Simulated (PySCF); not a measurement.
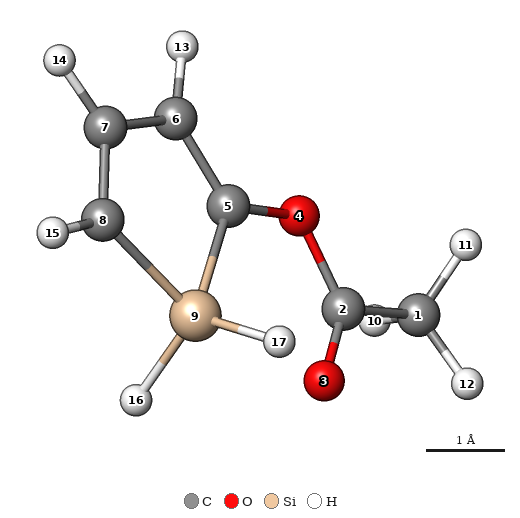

**Figure 1.** The structure as given in the input (ball-and-stick view, seen at a tilt; atoms are numbered from 1 in the order of the input). Bond lengths as drawn: C–C 1.34 to 1.50 Å, C–H 1.08 to 1.09 Å, C–O 1.21 to 1.38 Å, C–Si 1.89 to 1.90 Å and H–Si 1.46 Å.

C₆H₈O₂Si: NMR shielding calculation

System: C₆H₈O₂Si.
Method: GIAO PBE/pcSseg-1 NMR shielding, non-relativistic, IEF-PCM chloroform (PySCF 2.14.0).

The geometry comes from this level: GFN2-xTB. Figures and captions count atoms from 1; the log counts them from 0 in places.

Log
```
coarse grid: 15272 points
cycle   1  E = -672.4078694996  dE =  1.368e+00  |g| = 1.019e+00  |ddm| = 4.004e+00
cycle   2  E = -671.6611178034  dE =  7.468e-01  |g| = 2.138e+00  |ddm| = 2.333e+00
cycle   3  E = -672.5578843400  dE = -8.968e-01  |g| = 5.416e-01  |ddm| = 1.869e+00
cycle   4  E = -672.6168640269  dE = -5.898e-02  |g| = 1.339e-01  |ddm| = 4.694e-01
cycle   5  E = -672.6192680908  dE = -2.404e-03  |g| = 6.804e-02  |ddm| = 1.139e-01
cycle   6  E = -672.6202015794  dE = -9.335e-04  |g| = 1.416e-02  |ddm| = 5.378e-02
cycle   7  E = -672.6202337146  dE = -3.214e-05  |g| = 9.349e-03  |ddm| = 2.233e-02
cycle   8  E = -672.6202561727  dE = -2.246e-05  |g| = 2.125e-03  |ddm| = 9.823e-03
cycle   9  E = -672.6202571915  dE = -1.019e-06  |g| = 6.746e-04  |ddm| = 2.056e-03
final grid: 144568 points
cycle  10  E = -672.7205505944  dE =  5.639e-06  |g| = 2.180e-02  |ddm| = 4.193e-02
cycle  11  E = -672.7202122288  dE =  3.384e-04  |g| = 4.698e-02  |ddm| = 4.453e-02
cycle  12  E = -672.7206356168  dE = -4.234e-04  |g| = 6.143e-03  |ddm| = 3.362e-02
cycle  13  E = -672.7206433521  dE = -7.735e-06  |g| = 1.327e-03  |ddm| = 5.085e-03
cycle  14  E = -672.7206436439  dE = -2.917e-07  |g| = 4.006e-04  |ddm| = 1.016e-03
cycle  15  E = -672.7206436743  dE = -3.049e-08  |g| = 1.600e-04  |ddm| = 4.236e-04
cycle  16  E = -672.7206436801  dE = -5.736e-09  |g| = 5.247e-05  |ddm| = 1.640e-04
cycle  17  E = -672.7206436807  dE = -6.437e-10  |g| = 1.584e-05  |ddm| = 5.880e-05
```

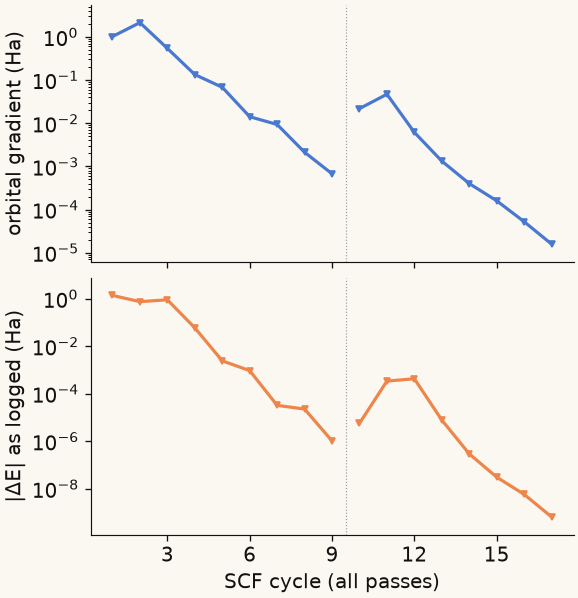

**Figure 2.** Convergence of the self-consistent field: orbital gradient and size of the energy change against the SCF cycle. The dotted line marks the change from a coarse to the final integration grid. The first 9 cycles use a coarse grid, the final grid takes over at cycle 10, and the field converges after 17 cycles in all.

```
converged SCF energy = -672.7206436807

GIAO shielding tensors (ppm)
atom      isotropic    diamagn.    paramagn.     s11        s22        s33       span
  0 C      159.896     248.978     -89.083    139.036    149.972    190.679     51.642
  1 C        7.021     253.494    -246.473    -83.387     35.105     69.346    152.733
  2 O      -79.559     407.024    -486.582   -337.129   -167.053    265.506    602.634
  3 O       52.659     402.973    -350.314    -99.882     25.017    232.842    332.724
  4 C       23.858     261.974    -238.117    -60.244     28.543    103.273    163.517
  5 C       55.163     252.287    -197.124    -37.690     58.721    144.458    182.148
  6 C       34.821     253.094    -218.272    -77.163     36.150    145.477    222.640
  7 C       46.576     262.519    -215.942    -61.012     34.708    166.033    227.045
  8 Si     404.294     882.267    -477.973    363.448    414.853    434.581     71.132
  9 H       28.985      27.253       1.732     25.781     27.200     33.973      8.193
 10 H       29.208      28.269       0.939     25.108     28.454     34.062      8.954
 11 H       29.417      26.499       2.918     25.094     28.347     34.809      9.715
 12 H       24.771      32.364      -7.593     22.639     23.324     28.350      5.710
 13 H       24.306      29.843      -5.537     22.890     23.086     26.943      4.053
 14 H       25.441      30.062      -4.621     24.048     25.510     26.766      2.718
 15 H       26.764      29.969      -3.204     22.630     26.207     31.455      8.825
 16 H       26.744      29.981      -3.237     22.628     26.178     31.426      8.798
```

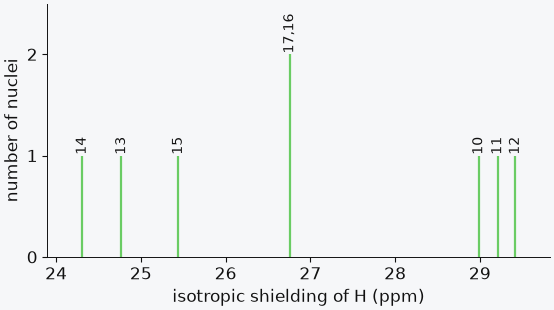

**Figure 3.** Isotropic shieldings of the hydrogen nuclei in this fixed geometry, labelled by atom number; shielding grows to the right, so chemical shift grows to the left. The least shielded is H14 (24.3 ppm), the most shielded H12 (29.4 ppm).

The run was set up as follows.

Input
```
{"job": {"kind": "nmr", "xc": "PBE", "basis": "pcSseg-1", "solvent": "chloroform", "pop": false}, "charge": 0, "multiplicity": 1}
C      3.226154    -0.331007    -0.153825
C      1.744180    -0.483957     0.037245
O      1.210844    -1.481849     0.476666
O      1.071455     0.594060    -0.339924
C     -0.295086     0.505306    -0.205221
C     -1.144379     1.484662    -0.534314
C     -2.538991     1.152327    -0.299857
C     -2.792132    -0.062147     0.204976
Si    -1.179093    -1.026932     0.473735
H      3.457434    -0.428027    -1.213376
H      3.543183     0.655265     0.174364
H      3.749224    -1.105528     0.398299
H     -0.857999     2.444028    -0.938708
H     -3.296091     1.886663    -0.539169
H     -3.800384    -0.383826     0.406732
H     -1.145059    -2.177355    -0.420138
H     -0.972592    -1.245617     1.899586
```

The first line tells a small driver script what to run in PySCF; the rest is the geometry in Å.

Run as:
```bash
OMP_NUM_THREADS=1 python <driver script> task.json out
```

Summary

```tsv
quantity	value
outcome	converged
total energy	−672.720644 hartree
HOMO	−5.36 eV
LUMO	−2.29 eV
dipole moment	2.75 D
isotropic shielding, C	7.0 to 159.9 ppm
isotropic shielding, O	−79.6 to 52.7 ppm
isotropic shielding, Si	404.3 ppm
isotropic shielding, H	24.3 to 29.4 ppm
hardware	1 CPU thread, shared host
wall time	46 s
peak memory	0.79 GiB
```
